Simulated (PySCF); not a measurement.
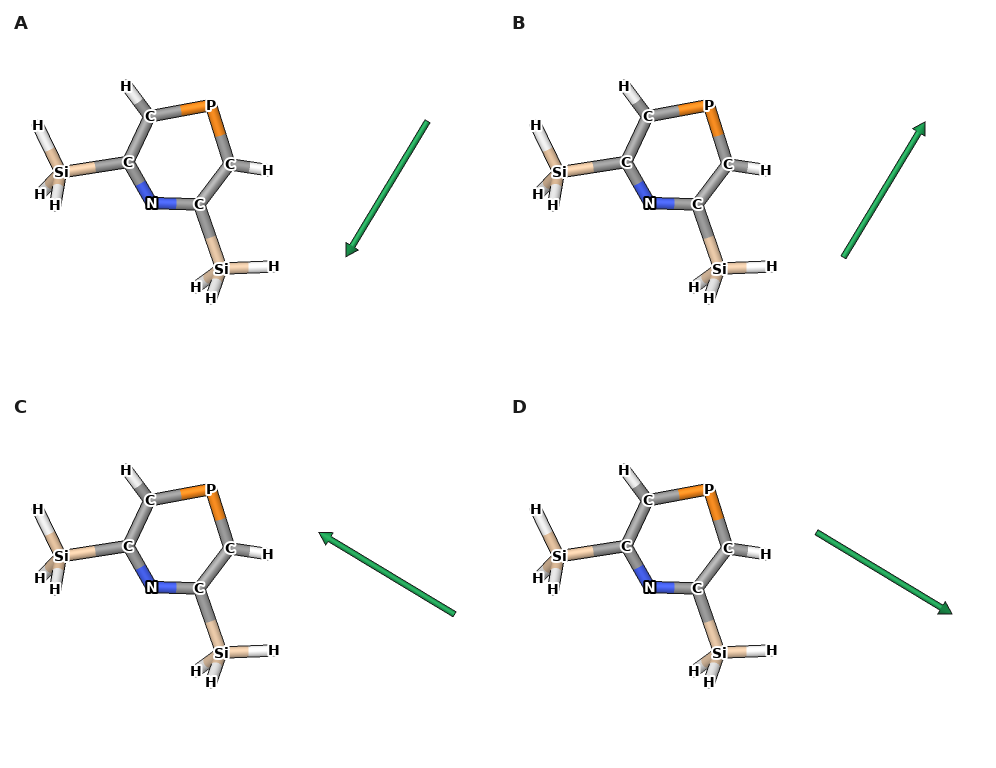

The same molecule four times, each with an arrow. Computed geometry: GFN2-xTB optimisation. No frequency run is at hand to confirm it as a minimum. Method: PBE0/pcSseg-1, gas phase (PySCF 2.14.0).

Which arrow points along the dipole moment, from the negative to the positive end?

B. The dipole moment is 0.74 D.

The geometry is semi-empirical. Around P, Si such bond lengths and angles can be off by a tenth of an ångström or more and by several degrees, and values that hang on the shape move with them.
